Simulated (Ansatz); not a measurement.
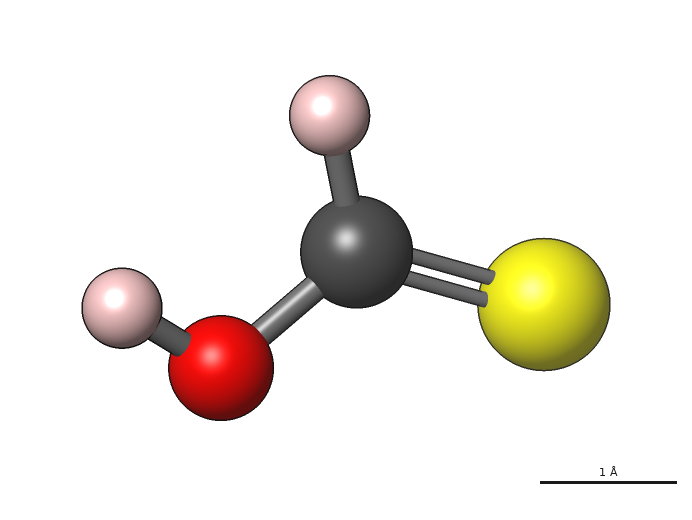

Ball-and-stick drawing of a structure. Multiple sticks mark multiple bonds (one Kekulé form). Colours: oxygen red, carbon dark grey, sulfur yellow, hydrogen pink.

Identify the structure.

Formula CH₂OS. As SMILES it reads `OC=S`. This geometry has Cs symmetry. All atoms lie on one plane. Coordination: 1 O bent; 1 C trigonal planar.

The parts below concern this one geometry. Atoms keep their numbers from picture to picture. The geometry was computed by an optimisation with PBE0-D4/def2-TZVP.

## Shape

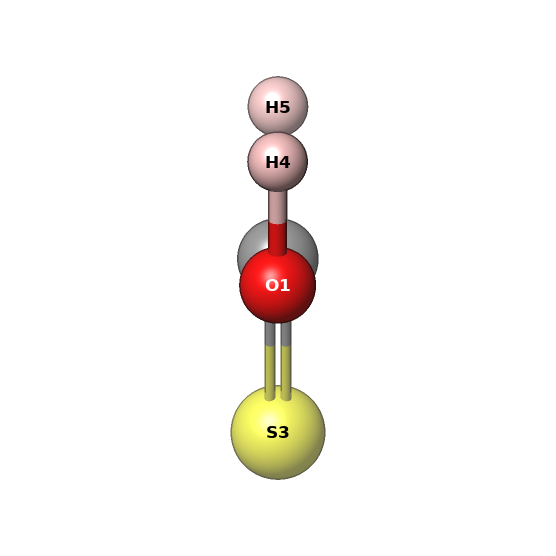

C2 lies behind O1. The molecule seen nearly along the O1–C2 bond, O1 in front. Depth is shown by fading: the farther an atom, the more it takes the colour of the background.

What is the torsion angle H4–O1–C2–S3? The sign is positive where the front bond must turn clockwise to cover the back bond.

180°, antiperiplanar (anti).

## Vibrations

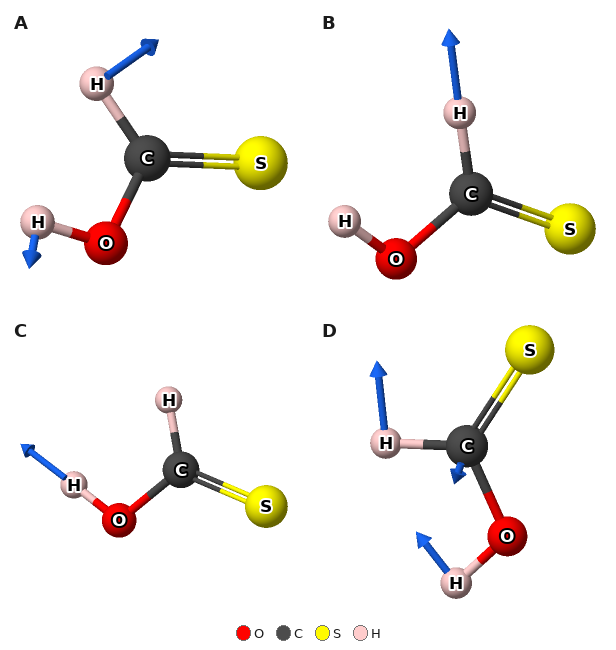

4 normal modes of one molecule or complex, as arrows. Harmonic vibrations computed with RKS PBE0-D4/def2-TZVP (Ansatz 0.2.0) at a stationary point of the same level.

Match the panels to the wavenumbers 1276 cm⁻¹, 1484 cm⁻¹, 3080 cm⁻¹, 3804 cm⁻¹.

A: 1276 cm⁻¹
B: 3080 cm⁻¹, C–H stretching
C: 3804 cm⁻¹, O–H stretching
D: 1484 cm⁻¹

## Levels of theory compared

Program: Ansatz 0.2.0.

At this fixed geometry, give vertical IP (eV), dipole (D), HOMO–LUMO gap (eV) at these levels: B3LYP-D4/def2-TZVPP; PBE-D4/def2-TZVPP; r2SCAN-D4/def2-TZVPP; ωB97M-V/def2-TZVPP.

```tsv
level	vertical IP (eV)	dipole (D)	HOMO–LUMO gap (eV)
B3LYP-D4/def2-TZVPP	9.27	3.62	4.67
PBE-D4/def2-TZVPP	9.20	3.55	2.98
r2SCAN-D4/def2-TZVPP	9.15	3.72	3.33
ωB97M-V/def2-TZVPP	9.24	3.68	9.54
```

## Charges

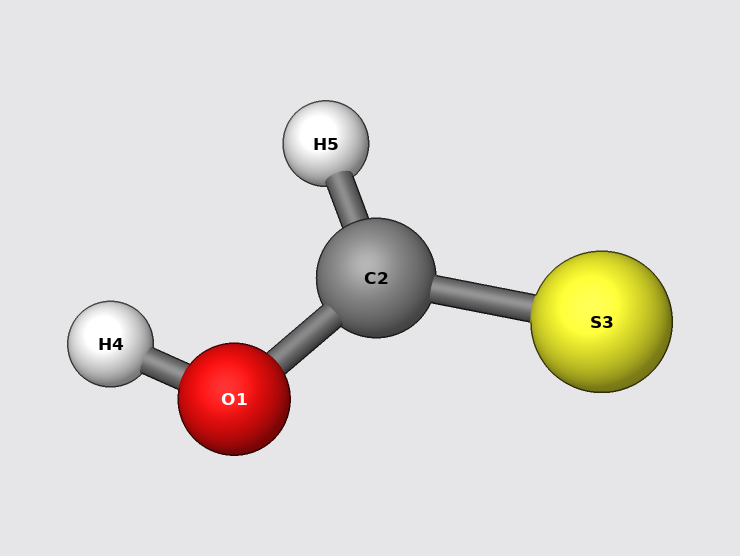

The questions are on Mulliken charges. Method: RKS r2SCAN-D4/def2-TZVPP (Ansatz 0.2.0).

Which atom carries the highest charge (most positive or least negative)?

H4 (0.21 e).

And the lowest?

S3 (−0.21 e).

Give the Mulliken charges atom by atom.

| atom | value (e) |
| --- | --- |
| O1 | −0.20 |
| C2 | 0.11 |
| S3 | −0.21 |
| H4 | 0.21 |
| H5 | 0.08 |

Mulliken values depend strongly on the basis set and can even reverse the polarity of a bond.
